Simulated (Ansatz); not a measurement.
# C₃H₆FIn: one molecule under many settings

Aim: run C₃H₆FIn under a spread of inputs, and see what each costs and gives.

The runs use Ansatz 0.2.0, Gaussian basis; the settings change from run to run.

1 further run of the same task is left out (for a known fault of the program). Runs told in other sessions of the task aren't counted.

**1. The relaxed structure**

An earlier PBE0-D4 in a triple-zeta def2 set relaxation fixed the geometry. In takes a core potential in def2 sets; no spin-orbit term is included.

SMILES `C=C(F)[CH2][InH2]`, 11 atoms, charge 0, spin multiplicity 1.

Atoms are counted from 1 here; the program's logs count them from 0.

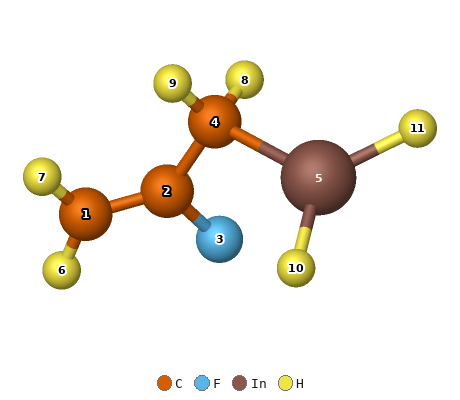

The geometry (carbon orange, fluorine blue, indium brown, hydrogen yellow); atoms are numbered from 1 in the order of the file.

**2. SVWN5/def2-SVPD**

The input, in.yaml:

```yaml
crystal:
  periodic: [false, false, false]
  atoms:
    - {symbol: C, position_ang: [0.342771, 1.710885, 1.021695]}
    - {symbol: C, position_ang: [0.333765, 0.409337, 0.779098]}
    - {symbol: F, position_ang: [1.479965, -0.292664, 0.996386]}
    - {symbol: C, position_ang: [-0.721953, -0.453795, 0.244129]}
    - {symbol: In, position_ang: [-0.017880, -1.351481, -1.624961]}
    - {symbol: H, position_ang: [1.240439, 2.205154, 1.366822]}
    - {symbol: H, position_ang: [-0.555378, 2.293233, 0.874634]}
    - {symbol: H, position_ang: [-0.942673, -1.274605, 0.931185]}
    - {symbol: H, position_ang: [-1.636622, 0.113831, 0.068884]}
    - {symbol: H, position_ang: [0.844470, -0.346157, -2.727289]}
    - {symbol: H, position_ang: [-0.366894, -3.013748, -1.930585]}
basis:
  gaussian: {orbitals: def2-SVPD}
hamiltonian: {xc: {name: SVWN5}}
output: {forces: true}
```

The run is started by

```sh
$ ansatz run in.yaml --threads 4 --pin off --events-out ev --progress --plain --max-ram 10444MiB
```

The program printed (excerpt; [...] marks lines left out):

```text
Functional definition: SVWN5
  name "SVWN5"
  cite "Dirac, Proc. Camb. Phil. Soc. 26, 376 (1930) doi:10.1017/S0305004100016108"
  cite "Slater, Phys. Rev. 81, 385 (1951) doi:10.1103/PhysRev.81.385"
  cite "Vosko, Wilk & Nusair, Can. J. Phys. 58, 1200 (1980) doi:10.1139/p80-159"
[...]
1429 factors; their error is unknown
[...]
mean field -11038.18818846 eV, -405.6459339731 hartree, gradient 1.8e-5 eV, S^2 0.000000; 0 other end points of the search recorded, 0 dependent functions left out
[...]
reference -11038.18824559 eV, -405.6459360727 hartree; 27, 27 occupied and 136, 136 virtual orbitals, 1429 factors
Total energy: -11038.18824559 eV, -405.6459360727 hartree
Atom 0 at     0.342771     1.710885     1.021695 Å, force     0.009763     0.054944     0.021759 eV/Å
Atom 1 at     0.333765     0.409337     0.779098 Å, force    -0.055114    -0.765470    -0.251447 eV/Å
Atom 2 at     1.479965    -0.292664     0.996386 Å, force    -0.078083     0.025532    -0.021251 eV/Å
Atom 3 at    -0.721953    -0.453795     0.244129 Å, force     0.735945     0.188421    -0.196185 eV/Å
Atom 4 at    -0.017880    -1.351481    -1.624961 Å, force    -0.026816     0.053366     0.107523 eV/Å
Atom 5 at     1.240439     2.205154     1.366822 Å, force     0.541548     0.267571     0.202740 eV/Å
Atom 6 at    -0.555378     2.293233     0.874634 Å, force    -0.540023     0.331546    -0.090155 eV/Å
Atom 7 at    -0.942673    -1.274605     0.931185 Å, force    -0.106461    -0.469393     0.338803 eV/Å
Atom 8 at    -1.636622     0.113831     0.068884 Å, force    -0.488769     0.311947    -0.123214 eV/Å
Atom 9 at     0.844470    -0.346157    -2.727289 Å, force     0.019503     0.032777     0.004217 eV/Å
Atom 10 at    -0.366894    -3.013748    -1.930585 Å, force    -0.011491    -0.031242     0.007210 eV/Å
Dipole moment:    -0.336964     0.013149    -0.102324 e Å
```

Run time: 1.1 s. Hardware: 4 threads of Arm Neoverse V2, shared host.

Largest force 0.808 eV/Å, dipole 1.69 D.

**3. B2GP-PLYP/x2c-TZVPPall**

Changes to in.yaml since step 2:

```diff
@@ -15,4 +15,3 @@
 basis:
-  gaussian: {orbitals: def2-SVPD}
-hamiltonian: {xc: {name: SVWN5}}
-output: {forces: true}
+  gaussian: {orbitals: x2c-TZVPPall}
+hamiltonian: {xc: {name: B2GP-PLYP}}
```

The command is unchanged.

The program printed (excerpt; [...] marks lines left out):

```text
Functional definition: B2GP-PLYP
  name "B2GP-PLYP"
  cite "Karton, Tarnopolsky, Lamère, Schatz & Martin, J. Phys. Chem. A 112, 12868 (2008) doi:10.1021/jp801805p"
  cite "Becke, Phys. Rev. A 38, 3098 (1988) doi:10.1103/PhysRevA.38.3098"
  cite "Lee, Yang & Parr, Phys. Rev. B 37, 785 (1988) doi:10.1103/PhysRevB.37.785"
[...]
1833 factors; integrals over basis functions are off by at most 9.6e-4 eV
[...]
mean field -165921.59316700 eV, -6097.5060831920 hartree, gradient 8.3e-6 eV, S^2 0.000000; 0 other end points of the search recorded, 0 dependent functions left out
22 core orbitals not correlated: weight in the atoms' cores, before any rotation towards them, 1.000 or more for the frozen orbitals, at most 0.000 for the correlated occupied ones
reference -165921.59331012 eV, -6097.5060884518 hartree; 19, 19 occupied and 227, 227 virtual orbitals, 1833 factors
second order -32.92161783 eV of doubles, -0.00000000 eV of singles
Total energy: -165933.44509254 eV, -6097.9416334222 hartree
Relativity: scalar
```

Run time: 9 s. Hardware: 4 threads of Arm Neoverse V2, shared host; peak memory 0.88 GiB.

**4. B97M-V/STO-3G**

Options: charge -1, multiplicity 2, finite nuclei.

Changes to in.yaml since step 3:

```diff
@@ -15,3 +15,5 @@
 basis:
-  gaussian: {orbitals: x2c-TZVPPall}
-hamiltonian: {xc: {name: B2GP-PLYP}}
+  gaussian: {orbitals: STO-3G, nuclear_model: gaussian}
+total_charge: -1
+magnetization: {spin_polarized: true, initial_magnetization: 1}
+hamiltonian: {xc: {name: B97M-V}}
```

Same command.

The program printed (excerpt; [...] marks lines left out):

```text
Functional definition: B97M-V
  name "B97M-V"
  cite "Mardirossian & Head-Gordon, J. Chem. Phys. 142, 074111 (2015) doi:10.1063/1.4907719"
  cite "Becke, J. Chem. Phys. 107, 8554 (1997) doi:10.1063/1.475007"
  cite "Vydrov & Van Voorhis, J. Chem. Phys. 133, 244103 (2010) doi:10.1063/1.3521275"
  # Of w^i u^j: cxij and so on, Table III.
[...]
  gx(w, u) = cx00 + cx01*u + cx02*u^2 + (cx10 + cx11*u)*w
  gss(w, u) = css00 + css02*u^2 + css10*w + (css32*w^3 + css42*w^4)*u^2
  gos(w, u) = cos00 + cos01*u + cos03*u^3 + cos10*w + cos32*w^3*u^2
[...]
      + integral(e_c_pw_mod_opposite_spin*gos(b97_w_opposite, b97_u_opposite)) + vv10(b, c)
738 factors; integrals over basis functions are off by at most 5.0e-5 eV
[...]
mean field -160526.87850935 eV, -5899.2539761924 hartree, gradient 8.8e-5 eV, S^2 0.757051; 1 other end points of the search recorded, 0 dependent functions left out
reference -160526.87854853 eV, -5899.2539776323 hartree; 42, 41 occupied and 11, 12 virtual orbitals, 738 factors
Total energy: -160526.87854853 eV, -5899.2539776323 hartree
```

It took 4.7 s on 4 threads of Arm Neoverse V2, shared host; peak memory 0.31 GiB.

⟨S²⟩ 0.757.

**5. wPBEh/def2-mTZVPP**

Options: multiplicity 3, restricted open-shell orbitals, atoms shaken by 0.08 Å.

The input, in.yaml:

```yaml
crystal:
  periodic: [false, false, false]
  atoms:
    - {symbol: C, position_ang: [0.275074, 1.623612, 1.069540]}
    - {symbol: C, position_ang: [0.413153, 0.407032, 0.796509]}
    - {symbol: F, position_ang: [1.334127, -0.239829, 0.980866]}
    - {symbol: C, position_ang: [-0.665627, -0.374050, 0.222962]}
    - {symbol: In, position_ang: [0.079610, -1.346123, -1.497954]}
    - {symbol: H, position_ang: [1.192334, 2.254155, 1.351577]}
    - {symbol: H, position_ang: [-0.615486, 2.316259, 0.887163]}
    - {symbol: H, position_ang: [-0.898279, -1.351664, 0.895230]}
    - {symbol: H, position_ang: [-1.452768, 0.092169, -0.086679]}
    - {symbol: H, position_ang: [0.821555, -0.434010, -2.718602]}
    - {symbol: H, position_ang: [-0.473735, -3.028936, -1.860538]}
basis:
  gaussian: {orbitals: def2-mTZVPP}
magnetization: {spin_polarized: false, initial_magnetization: 2}
hamiltonian: {xc: {name: wPBEh}}
output: {forces: true}
```

Same command.

The program printed (excerpt; [...] marks lines left out):

```text
Functional definition: wPBEh
  name "wPBEh"
  cite "Heyd, Scuseria & Ernzerhof, J. Chem. Phys. 118, 8207 (2003) doi:10.1063/1.1564060"
  cite "Krukau, Vydrov, Izmaylov & Scuseria, J. Chem. Phys. 125, 224106 (2006) doi:10.1063/1.2404663"
  cite "Heyd & Scuseria, J. Chem. Phys. 120, 7274 (2004) doi:10.1063/1.1668634"
  cite "Ernzerhof & Perdew, J. Chem. Phys. 109, 3313 (1998) doi:10.1063/1.476928"
  cite "Perdew, Burke & Ernzerhof, Phys. Rev. Lett. 77, 3865 (1996) doi:10.1103/PhysRevLett.77.3865"
  parent pbe
[...]
1454 factors; integrals over basis functions are off by at most 1.3e-3 eV
96 factors; integrals over basis functions are off by at most 3.9e-7 eV
[...]
mean field -11087.82112753 eV, -407.4699108416 hartree, gradient 1.1e-5 eV, S^2 2.000000; 3 other end points of the search recorded, 0 dependent functions left out
[...]
Atom 1 at     0.413153     0.407032     0.796509 Å, force   -11.901969     0.274413    -4.470124 eV/Å
Atom 2 at     1.334127    -0.239829     0.980866 Å, force    13.062178    -7.414078     3.286464 eV/Å
Atom 3 at    -0.665627    -0.374050     0.222962 Å, force     2.163829    -3.646744     5.393189 eV/Å
Atom 4 at     0.079610    -1.346123    -1.497954 Å, force     1.312217    -2.921150    -2.625211 eV/Å
Atom 5 at     1.192334     2.254155     1.351577 Å, force    -1.364283    -1.197581     0.161550 eV/Å
Atom 6 at    -0.615486     2.316259     0.887163 Å, force     1.166411    -1.708492     0.047020 eV/Å
Atom 7 at    -0.898279    -1.351664     0.895230 Å, force     0.584202     2.044620    -1.885526 eV/Å
Atom 8 at    -1.452768     0.092169    -0.086679 Å, force    -4.970828     2.977692    -1.550325 eV/Å
Atom 9 at     0.821555    -0.434010    -2.718602 Å, force    -0.072688     0.756591    -0.102432 eV/Å
Atom 10 at    -0.473735    -3.028936    -1.860538 Å, force    -0.219728     0.756444     0.516724 eV/Å
Dipole moment:    -0.272517     0.838279     0.887898 e Å
```

It took 9.5 s on 4 threads of Arm Neoverse V2, shared host; peak memory 0.57 GiB.

Largest force 15.375 eV/Å, dipole 6.01 D.

**6. revPBE0/def2-TZVPD**

Set apart from the defaults: atoms shaken by 0.08 Å, D4 dispersion.

The input, in.yaml:

```yaml
crystal:
  periodic: [false, false, false]
  atoms:
    - {symbol: C, position_ang: [0.411999, 1.826868, 1.081547]}
    - {symbol: C, position_ang: [0.339127, 0.375761, 0.759382]}
    - {symbol: F, position_ang: [1.557098, -0.294501, 1.097521]}
    - {symbol: C, position_ang: [-0.669009, -0.286514, 0.117008]}
    - {symbol: In, position_ang: [0.174939, -1.266027, -1.760383]}
    - {symbol: H, position_ang: [1.332001, 2.362708, 1.297407]}
    - {symbol: H, position_ang: [-0.508524, 2.261437, 0.817884]}
    - {symbol: H, position_ang: [-1.092975, -1.231943, 0.961385]}
    - {symbol: H, position_ang: [-1.484298, -0.040969, -0.097760]}
    - {symbol: H, position_ang: [0.793334, -0.257279, -2.691984]}
    - {symbol: H, position_ang: [-0.454512, -3.021259, -1.926297]}
basis:
  gaussian: {orbitals: def2-TZVPD}
hamiltonian: {xc: {name: revPBE0}, dispersion: d4}
```

Same command.

The program printed (excerpt; [...] marks lines left out):

```text
Functional definition: revPBE0
  name "revPBE0"
  cite "Zhang & Yang, Phys. Rev. Lett. 80, 890 (1998) doi:10.1103/PhysRevLett.80.890"
  cite "Adamo & Barone, J. Chem. Phys. 110, 6158 (1999) doi:10.1063/1.478522"
  cite "Perdew, Burke & Ernzerhof, Phys. Rev. Lett. 77, 3865 (1996) doi:10.1103/PhysRevLett.77.3865"
[...]
1538 factors; their error is unknown
[...]
mean field -11095.27579983 eV, -407.7438649957 hartree, gradient 6.4e-5 eV, S^2 0.000000; 0 other end points of the search recorded, 0 dependent functions left out
reference -11095.27586963 eV, -407.7438675606 hartree; 27, 27 occupied and 234, 234 virtual orbitals, 1538 factors
Total energy: -11095.79686918 eV, -407.7630139410 hartree
```

It took 3.6 s on 4 threads of Arm Neoverse V2, shared host; peak memory 0.56 GiB.

**7. r2SCANh/def2-mTZVPP**

This run has charge -1, multiplicity 2.

The input, in.yaml:

```yaml
crystal:
  periodic: [false, false, false]
  atoms:
    - {symbol: C, position_ang: [0.342771, 1.710885, 1.021695]}
    - {symbol: C, position_ang: [0.333765, 0.409337, 0.779098]}
    - {symbol: F, position_ang: [1.479965, -0.292664, 0.996386]}
    - {symbol: C, position_ang: [-0.721953, -0.453795, 0.244129]}
    - {symbol: In, position_ang: [-0.017880, -1.351481, -1.624961]}
    - {symbol: H, position_ang: [1.240439, 2.205154, 1.366822]}
    - {symbol: H, position_ang: [-0.555378, 2.293233, 0.874634]}
    - {symbol: H, position_ang: [-0.942673, -1.274605, 0.931185]}
    - {symbol: H, position_ang: [-1.636622, 0.113831, 0.068884]}
    - {symbol: H, position_ang: [0.844470, -0.346157, -2.727289]}
    - {symbol: H, position_ang: [-0.366894, -3.013748, -1.930585]}
basis:
  gaussian: {orbitals: def2-mTZVPP}
total_charge: -1
magnetization: {spin_polarized: true, initial_magnetization: 1}
hamiltonian: {xc: {name: r2SCANh}}
```

Same command.

The program printed (excerpt; [...] marks lines left out):

```text
Functional definition: r2SCANh
  name "r2SCANh"
  cite "Bursch, Neugebauer, Ehlert & Grimme, J. Chem. Phys. 156, 134105 (2022) doi:10.1063/5.0086040"
  cite "Furness, Kaplan, Ning, Perdew & Sun, J. Phys. Chem. Lett. 11, 8208 (2020) doi:10.1021/acs.jpclett.0c02405"
  cite "Furness, Kaplan, Ning, Perdew & Sun, J. Phys. Chem. Lett. 11, 9248 (2020) doi:10.1021/acs.jpclett.0c03077"
  parent r2scan
[...]
1416 factors; their error is unknown
[...]
mean field -11098.73821056 eV, -407.8711062431 hartree, gradient 5.0e-5 eV, S^2 0.756313; 0 other end points of the search recorded, 0 dependent functions left out
reference -11098.73824204 eV, -407.8711074001 hartree; 28, 27 occupied and 119, 120 virtual orbitals, 1416 factors
Total energy: -11098.73824204 eV, -407.8711074001 hartree
```

Wall time 6.5 s (4 threads of Arm Neoverse V2, shared host); peak memory 0.59 GiB.

⟨S²⟩ 0.756.

**8. LC-wPBE/def2-mTZVP**

This run has coordinates scaled by 1.12, the search for lower states set to full.

The input, in.yaml:

```yaml
crystal:
  periodic: [false, false, false]
  atoms:
    - {symbol: C, position_ang: [0.383904, 1.916191, 1.144299]}
    - {symbol: C, position_ang: [0.373817, 0.458458, 0.872590]}
    - {symbol: F, position_ang: [1.657560, -0.327783, 1.115953]}
    - {symbol: C, position_ang: [-0.808588, -0.508250, 0.273425]}
    - {symbol: In, position_ang: [-0.020026, -1.513658, -1.819956]}
    - {symbol: H, position_ang: [1.389292, 2.469772, 1.530841]}
    - {symbol: H, position_ang: [-0.622024, 2.568421, 0.979591]}
    - {symbol: H, position_ang: [-1.055793, -1.427557, 1.042928]}
    - {symbol: H, position_ang: [-1.833016, 0.127491, 0.077150]}
    - {symbol: H, position_ang: [0.945806, -0.387696, -3.054563]}
    - {symbol: H, position_ang: [-0.410922, -3.375398, -2.162255]}
basis:
  gaussian: {orbitals: def2-mTZVP}
hamiltonian: {xc: {name: LC-wPBE}}
scf: {lower_state_search: full}
output: {forces: true}
```

Launched as before.

The program printed (excerpt; [...] marks lines left out):

```text
Functional definition: LC-wPBE
  name "LC-wPBE"
  cite "Vydrov & Scuseria, J. Chem. Phys. 125, 234109 (2006) doi:10.1063/1.2409292"
  cite "Heyd & Scuseria, J. Chem. Phys. 120, 7274 (2004) doi:10.1063/1.1668634"
  cite "Ernzerhof & Perdew, J. Chem. Phys. 109, 3313 (1998) doi:10.1063/1.476928"
  cite "Perdew, Burke & Ernzerhof, Phys. Rev. Lett. 77, 3865 (1996) doi:10.1103/PhysRevLett.77.3865"
  parent pbe
[...]
1323 factors; their error is unknown
442 factors; integrals over basis functions are off by at most 1.9e-5 eV
[...]
mean field -11093.88338047 eV, -407.6926945281 hartree, gradient 4.6e-5 eV, S^2 0.000000; 0 other end points of the search recorded, 0 dependent functions left out
[...]
reference -11093.88338048 eV, -407.6926945285 hartree; 27, 27 occupied and 103, 103 virtual orbitals, 1323 factors
Total energy: -11093.88338048 eV, -407.6926945285 hartree
[...]
Atom 1 at     0.373817     0.458458     0.872590 Å, force     0.162396     2.826702     0.549581 eV/Å
Atom 2 at     1.657560    -0.327783     1.115953 Å, force    -3.608180     2.264737    -0.753828 eV/Å
Atom 3 at    -0.808588    -0.508250     0.273425 Å, force     0.254865     0.347256     0.892730 eV/Å
Atom 4 at    -0.020026    -1.513658    -1.819956 Å, force    -0.005625     0.246746     0.340857 eV/Å
Atom 5 at     1.389292     2.469772     1.530841 Å, force    -2.794951    -1.666510    -1.085013 eV/Å
Atom 6 at    -0.622024     2.568421     0.979591 Å, force     2.763930    -1.971881     0.414208 eV/Å
Atom 7 at    -1.055793    -1.427557     1.042928 Å, force     0.751895     2.589025    -1.947648 eV/Å
Atom 8 at    -1.833016     0.127491     0.077150 Å, force     2.857612    -1.543447     0.631728 eV/Å
Atom 9 at     0.945806    -0.387696    -3.054563 Å, force    -1.005874    -1.163544     1.257428 eV/Å
Atom 10 at    -0.410922    -3.375398    -2.162255 Å, force     0.384049     1.905253     0.364177 eV/Å
Dipole moment:    -0.445827     0.080651    -0.206808 e Å
```

Run time: 1.8 s. Hardware: 4 threads of Arm Neoverse V2, shared host.

Largest force 4.326 eV/Å, dipole 2.39 D.

**9. CCSD(T)/def2-SVP**

This run has unrestricted orbitals, 4 DIIS vectors.

The input, in.yaml:

```yaml
crystal:
  periodic: [false, false, false]
  atoms:
    - {symbol: C, position_ang: [0.342771, 1.710885, 1.021695]}
    - {symbol: C, position_ang: [0.333765, 0.409337, 0.779098]}
    - {symbol: F, position_ang: [1.479965, -0.292664, 0.996386]}
    - {symbol: C, position_ang: [-0.721953, -0.453795, 0.244129]}
    - {symbol: In, position_ang: [-0.017880, -1.351481, -1.624961]}
    - {symbol: H, position_ang: [1.240439, 2.205154, 1.366822]}
    - {symbol: H, position_ang: [-0.555378, 2.293233, 0.874634]}
    - {symbol: H, position_ang: [-0.942673, -1.274605, 0.931185]}
    - {symbol: H, position_ang: [-1.636622, 0.113831, 0.068884]}
    - {symbol: H, position_ang: [0.844470, -0.346157, -2.727289]}
    - {symbol: H, position_ang: [-0.366894, -3.013748, -1.930585]}
basis:
  gaussian: {orbitals: def2-SVP}
magnetization: {spin_polarized: true, initial_magnetization: 0}
hamiltonian: {xc: {name: HF}}
correlation: {method: ccsd_t, diis_vectors: 4}
```

Same command.

The program printed (excerpt; [...] marks lines left out):

```text
Functional definition: HF
  name "HF"
  cite "Fock, Z. Phys. 61, 126 (1930) doi:10.1007/BF01340294"
  parent pbe
[...]
1214 factors; integrals over basis functions are off by at most 1.5e-3 eV
[...]
mean field -11034.58892098 eV, -405.5136633330 hartree, gradient 1.1e-6 eV, S^2 0.000000; 2 other end points of the search recorded, 0 dependent functions left out
8 core orbitals not correlated: weight in the atoms' cores, before any rotation towards them, 1.000 or more for the frozen orbitals, at most 0.000 for the correlated occupied ones
reference -11034.58892098 eV, -405.5136633330 hartree; 19, 19 occupied and 85, 85 virtual orbitals, 1214 factors
second order -18.51833385 eV of doubles, -0.00000000 eV of singles
cycle   1  -19.19332746 eV  change   -6.7e-1 eV  update   1.0e-1
[...]
cycle  11  -19.85617568 eV  change   -1.5e-5 eV  update   6.6e-6
perturbative correction -0.60496783 eV, -0.0222321576 hartree
Total energy: -11055.05006449 eV, -406.2655964880 hartree
```

Wall time 40 s (4 threads of Arm Neoverse V2, shared host); peak memory 1.4 GiB.

⟨S²⟩ 0.000, T1 0.011.

**10. The runs in one table**

| level | charge | multiplicity | geometry | functions | energy (eV) | time |
| --- | --- | --- | --- | --- | --- | --- |
| SVWN5/def2-SVPD | 0 | 1 | relaxed | 163 | -11038.188 | 1.1 s |
| B2GP-PLYP/x2c-TZVPPall | 0 | 1 | relaxed | 268 | -165933.445 | 9 s |
| B97M-V/STO-3G | -1 | 2 | relaxed | 53 | -160526.879 | 4.7 s |
| wPBEh/def2-mTZVPP | 0 | 3 | shaken | 147 | -11087.821 | 9.5 s |
| revPBE0/def2-TZVPD | 0 | 1 | shaken | 261 | -11095.797 | 3.6 s |
| r2SCANh/def2-mTZVPP | -1 | 2 | relaxed | 147 | -11098.738 | 6.5 s |
| LC-wPBE/def2-mTZVP | 0 | 1 | scaled | 130 | -11093.883 | 1.8 s |
| CCSD(T)/def2-SVP | 0 | 1 | relaxed | 112 | -11055.050 | 40 s |

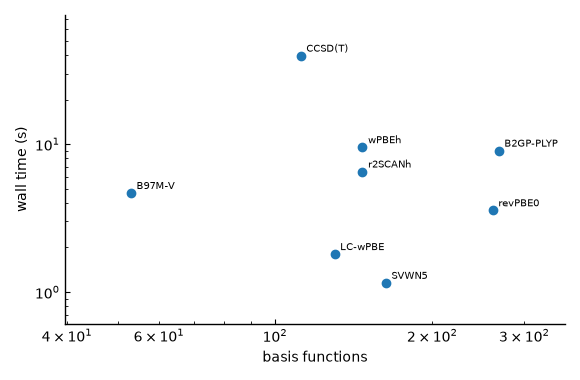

Wall time against the number of basis functions (shared host).

**11. Results**

```
                                         quantity                   value
                                             runs                       8
                                         quickest  SVWN5/def2-SVPD, 1.1 s
                                          slowest  CCSD(T)/def2-SVP, 40 s
spread of total energies, same state and geometry             154895.3 eV
```

In words: Run time spans a factor of 34, from SVWN5/def2-SVPD to CCSD(T)/def2-SVP. The jobs differ in tasks and options as well as level. Total energies at one charge and spin differ by 154895 eV between levels, so only differences within one level mean anything. Some of these runs are scalar-relativistic and others not, which shifts the totals of all-electron atoms past neon by several eV an atom and more; core potentials, where a basis has them, take the core out of the total altogether. At the PBE0-D4/def2-TZVP geometry and in the same state, the sound runs without point charges leave forces up to 0.81 eV/Å (SVWN5/def2-SVPD), against 4.3 eV/Å where the atoms were moved.
